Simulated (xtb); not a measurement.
# Geometry relaxation, with input and output: CH₇FSSi₂ (part 1 of 5)

System: CH₇FSSi₂, SMILES FC[SiH2]S[SiH3].
Method: GFN1-xTB (xtb 6.7.1).

The geometry comes from this level: GFN2-xTB.

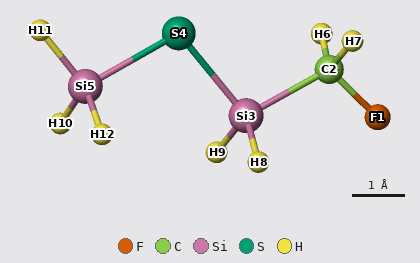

*The starting structure (ball-and-stick view, seen at a tilt; atoms are numbered from 1 in the order of the input).*

Bond lengths as drawn: C–F 1.38 Å, C–H 1.09 Å, C–Si 1.91 Å, H–Si 1.45 to 1.46 Å and S–Si 2.14 to 2.15 Å.

## The input (mol.xyz)
```
12

F     -1.608330     2.721310     1.284930
C     -0.658060     1.744620     1.499760
Si    -0.535340     0.615490    -0.032500
S      0.967360    -0.813220     0.504340
Si     1.087170    -2.079230    -1.230830
H     -0.964610     1.203010     2.398130
H      0.279300     2.263510     1.715710
H     -0.105590     1.376470    -1.201010
H     -1.803440    -0.064530    -0.273960
H     -0.223170    -2.683830    -1.432130
H      2.113480    -3.036630    -0.862280
H      1.451230    -1.246970    -2.370180
```

Run as:
```bash
xtb mol.xyz --ohess vtight --gfn1 --parallel 1 > out.txt
```

## What the program printed
```
* xtb version 6.7.1
   ID    Z sym.   atoms
    1    9 F      1
    2    6 C      2
    3   14 Si     3, 5
    4   16 S      4
    5    1 H      6-12

           -------------------------------------------------
          |                Calculation Setup                |
           -------------------------------------------------

          program call               : xtb mol.xyz --ohess vtight --gfn1 --parallel 1
          coordinate file            : mol.xyz
          omp threads                :                     1

########################################################################
[WARNING] Please study the warnings concerning your input carefully
-1- prog_main_parseArguments: The use of '--gfn1' is discouraged, please use '--gfn 1' next time
########################################################################

           -------------------------------------------------
          |                 G F N 1 - x T B                 |
           -------------------------------------------------

      * Hamiltonian:
        H0-scaling (s, p, d)           1.850000    2.250000    2.000000
        zeta-weighting                 0.000000
      * Dispersion:
        s8                             2.400000
        a1                             0.630000
        a2                             5.000000
        s9                             0.000000
      * Repulsion:
        kExp                           1.500000
        rExp                           1.000000
      * Coulomb:
        alpha                          2.000000
        third order                    atomic
        anisotropic                    false
      * Halogen bond correction:
        rad-scale                      1.300000
        damping                        0.440000

          ...................................................
          :                      SETUP                      :
          :.................................................:
          :  # basis functions                  52          :
          :  # atomic orbitals                  49          :
          :  # shells                           27          :
          :  # electrons                        32          :
          :  # halogen bonds                     0          :
          :  max. iterations                   250          :
          :  Hamiltonian                  GFN1-xTB          :
          :  restarted?                      false          :
          :  GBSA solvation                  false          :
          :  PC potential                    false          :
          :  electronic temp.          300.0000000     K    :
          :  accuracy                    1.0000000          :
          :  -> integral cutoff          0.2500000E+02      :
          :  -> integral neglect         0.1000000E-07      :
          :  -> SCF convergence          0.1000000E-05 Eh   :
          :  -> wf. convergence          0.2000000E-04 e    :
          :  Broyden damping             0.4000000          :
          :  net charge                          0          :
          :  unpaired electrons                  0          :
          ...................................................

 iter      E             dE          RMSdq      gap      omega  full diag
   1    -18.6068840 -0.186069E+02  0.597E+00    5.33       0.0  T
   2    -18.6379766 -0.310926E-01  0.355E+00    5.90       1.0  T
   3    -18.6320001  0.597651E-02  0.105E+00    5.71       1.0  T
   4    -18.6422139 -0.102138E-01  0.262E-01    5.95       1.0  T
   5    -18.6426049 -0.391062E-03  0.396E-02    5.94       1.0  T
   6    -18.6426096 -0.470967E-05  0.139E-02    5.93       2.1  T
   7    -18.6426108 -0.114170E-05  0.467E-03    5.93       6.2  T
   8    -18.6426108 -0.603413E-07  0.842E-04    5.93      34.3  T
   9    -18.6426108 -0.505397E-08  0.114E-04    5.93     254.2  T
  10    -18.6426108 -0.981970E-11  0.513E-05    5.93     562.4  T

   *** convergence criteria satisfied after 10 iterations ***

         #    Occupation            Energy/Eh            Energy/eV
      -------------------------------------------------------------
         1        2.0000           -0.8614989             -23.4426
       ...           ...                  ...                  ...
        10        2.0000           -0.4842288             -13.1765
        11        2.0000           -0.4793380             -13.0435
        12        2.0000           -0.4707949             -12.8110
        13        2.0000           -0.4691742             -12.7669
        14        2.0000           -0.4512640             -12.2795
        15        2.0000           -0.4392106             -11.9515
        16        2.0000           -0.4330820             -11.7848 (HOMO)
        17                         -0.2153012              -5.8586 (LUMO)
        18                         -0.2106387              -5.7318
        19                         -0.1999516              -5.4410
        20                         -0.1840330              -5.0078
        21                         -0.1494394              -4.0665
       ...                                ...                  ...
        49                          1.4588014              39.6960
      -------------------------------------------------------------
                  HL-Gap            0.2177808 Eh            5.9261 eV
             Fermi-level           -0.3241916 Eh           -8.8217 eV

 SCC (total)                   0 d,  0 h,  0 min,  0.031 sec
 SCC setup                      ...        0 min,  0.000 sec (  0.567%)
 Dispersion                     ...        0 min,  0.000 sec (  0.298%)
 classical contributions        ...        0 min,  0.000 sec (  0.116%)
 integral evaluation            ...        0 min,  0.008 sec ( 25.697%)
 iterations                     ...        0 min,  0.008 sec ( 26.587%)
 molecular gradient             ...        0 min,  0.014 sec ( 45.640%)
 printout                       ...        0 min,  0.000 sec (  0.966%)

         :::::::::::::::::::::::::::::::::::::::::::::::::::::
         ::                     SUMMARY                     ::
         :::::::::::::::::::::::::::::::::::::::::::::::::::::
         :: total energy             -18.531026679085 Eh    ::
         :: gradient norm              0.041061948670 Eh/a0 ::
         :: HOMO-LUMO gap              5.926117984690 eV    ::
         ::.................................................::
         :: SCC energy               -18.642610846361 Eh    ::
         :: -> electrostatic           0.025018471950 Eh    ::
         :: repulsion energy           0.116338751835 Eh    ::
         :: dispersion energy         -0.004754584559 Eh    ::
         :: halogen bond corr.         0.000000000000 Eh    ::
         :: add. restraining           0.000000000000 Eh    ::
         :: total charge               0.000000000000 e     ::
         :::::::::::::::::::::::::::::::::::::::::::::::::::::

      -----------------------------------------------------------
     |                   =====================                   |
     |                        A N C O P T                        |
     |                   =====================                   |
     |               Approximate Normal Coordinate               |
     |                Rational Function Optimizer                |
      -----------------------------------------------------------
      -----------------------------------------------------------
     |                   =====================                   |
     |                        A N C O P T                        |
     |                   =====================                   |
     |               Approximate Normal Coordinate               |
     |                Rational Function Optimizer                |
      -----------------------------------------------------------

          ...................................................
          :                      SETUP                      :
          :.................................................:
          :   optimization level         verytight          :
          :   max. optcycles                   240          :
          :   ANC micro-cycles                  20          :
          :   degrees of freedom                30          :
          :.................................................:
          :   RF solver                   davidson          :
          :   write xtbopt.log                true          :
          :   linear?                        false          :
          :   energy convergence         0.1000000E-06 Eh   :
          :   grad. convergence          0.2000000E-03 Eh/α :
          :   maxmium RF displ.          1.0000000          :
          :   Hlow (freq-cutoff)         0.1000000E-01      :
          :   Hmax (freq-cutoff)         5.0000000          :
          :   S6 in model hess.         20.0000000          :
          ...................................................

generating ANC from exact Hessian ...
Using Lindh-Hessian (1995)
 Shifting diagonal of input Hessian by    1.0361909247636270E-002
 Lowest  eigenvalues of input Hessian
    0.010000    0.010098    0.010120    0.000000    0.000000    0.000000
    0.000000    0.000000    0.000000    0.011912    0.013422    0.014823
    0.016133    0.019783    0.022394    0.023793    0.028391    0.032945
 Highest eigenvalues
    0.616710    0.617718    0.641070    0.938013    1.070104    1.382841

........................................................................
.............................. CYCLE    1 ..............................
........................................................................

 iter      E             dE          RMSdq      gap      omega  full diag
   1    -18.6426108 -0.186426E+02  0.530E-06    5.93       0.0  T
   2    -18.6426108 -0.461853E-13  0.270E-06    5.93   10696.5  T
   3    -18.6426108  0.142109E-13  0.554E-07    5.93   52112.5  T
     SCC iter.                  ...        0 min,  0.003 sec
     gradient                   ...        0 min,  0.014 sec
 * total energy  :   -18.5310267 Eh     change       -0.2046718E-10 Eh
   gradient norm :     0.0410507 Eh/α   predicted     0.0000000E+00 (-100.00%)
   displ. norm   :     0.3462695 α      lambda       -0.9811618E-02
   maximum displ.:     0.2182620 α      in ANC's #11, #20, #12, ...

........................................................................
.............................. CYCLE    2 ..............................
........................................................................

 iter      E             dE          RMSdq      gap      omega  full diag
   1    -18.6538126 -0.186538E+02  0.362E-01    6.06       0.0  T
   2    -18.6553137 -0.150113E-02  0.151E-01    6.06       1.0  T
   3    -18.6556293 -0.315575E-03  0.526E-02    6.04       1.0  T
   4    -18.6556319 -0.265178E-05  0.164E-02    6.05       1.8  T
   5    -18.6556325 -0.588931E-06  0.427E-03    6.05       6.8  T
   6    -18.6556326 -0.933424E-07  0.721E-04    6.05      40.0  T
   7    -18.6556326 -0.213785E-08  0.351E-04    6.05      82.1  T
   8    -18.6556326 -0.116891E-09  0.762E-05    6.05     378.7  T
   9    -18.6556326 -0.874678E-11  0.346E-06    6.05    8351.5  T
     SCC iter.                  ...        0 min,  0.007 sec
     gradient                   ...        0 min,  0.016 sec
 * total energy  :   -18.5342834 Eh     change       -0.3256737E-02 Eh
   gradient norm :     0.0271942 Eh/α   predicted    -0.5494029E-02 (  68.70%)
   displ. norm   :     0.2241796 α      lambda       -0.2503061E-02
   maximum displ.:     0.1752289 α      in ANC's #2, #4, #11, ...

........................................................................
.............................. CYCLE    3 ..............................
........................................................................

 iter      E             dE          RMSdq      gap      omega  full diag
   1    -18.6523634 -0.186524E+02  0.116E-01    6.13       0.0  T
   2    -18.6525170 -0.153584E-03  0.519E-02    6.12       1.0  T
   3    -18.6525503 -0.333590E-04  0.175E-02    6.13       1.6  T
   4    -18.6525506 -0.240796E-06  0.531E-03    6.13       5.4  T
   5    -18.6525506 -0.662077E-07  0.163E-03    6.13      17.7  T
   6    -18.6525506 -0.919634E-08  0.255E-04    6.13     113.1  T
   7    -18.6525506 -0.318447E-09  0.628E-05    6.13     459.3  T
   8    -18.6525506 -0.753886E-11  0.228E-05    6.13    1268.5  T
     SCC iter.                  ...        0 min,  0.007 sec
     gradient                   ...        0 min,  0.014 sec
 * total energy  :   -18.5358501 Eh     change       -0.1566712E-02 Eh
   gradient norm :     0.0071259 Eh/α   predicted    -0.1314428E-02 ( -16.10%)
   displ. norm   :     0.3238926 α      lambda       -0.1274195E-02
   maximum displ.:     0.2581555 α      in ANC's #2, #4, #16, ...

........................................................................
.............................. CYCLE    4 ..............................
........................................................................

 iter      E             dE          RMSdq      gap      omega  full diag
   1    -18.6532016 -0.186532E+02  0.605E-02    6.09       0.0  T
   2    -18.6532338 -0.321770E-04  0.230E-02    6.09       1.3  T
   3    -18.6532401 -0.629875E-05  0.115E-02    6.09       2.5  T
   4    -18.6532403 -0.205497E-06  0.303E-03    6.09       9.5  T
   5    -18.6532403 -0.106975E-07  0.475E-04    6.09      60.8  T
   6    -18.6532403 -0.314509E-08  0.153E-04    6.09     188.5  T
   7    -18.6532403 -0.408633E-10  0.174E-05    6.09    1659.4  T
     SCC iter.                  ...        0 min,  0.006 sec
     gradient                   ...        0 min,  0.014 sec
 * total energy  :   -18.5369160 Eh     change       -0.1065863E-02 Eh
   gradient norm :     0.0097188 Eh/α   predicted    -0.7039353E-03 ( -33.96%)
   displ. norm   :     0.5461103 α      lambda       -0.1934699E-02
   maximum displ.:     0.4056875 α      in ANC's #2, #10, #16, ...

........................................................................
.............................. CYCLE    5 ..............................
........................................................................
```
